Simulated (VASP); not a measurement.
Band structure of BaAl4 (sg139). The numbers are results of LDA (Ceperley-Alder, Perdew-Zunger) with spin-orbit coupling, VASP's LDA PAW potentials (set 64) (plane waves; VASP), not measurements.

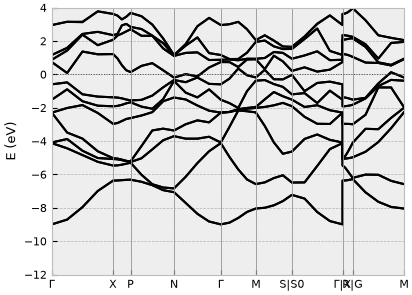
Fig. 1. Bands along high-symmetry lines, zero at the valence-band maximum or, without a gap, the Fermi level

Q: Read the plot: is there a gap, and where are the band edges?

A: It has no gap at this level: it comes out as a metal or semimetal.

The compound is BaAl4 in the sg139 structure. It was relaxed first.
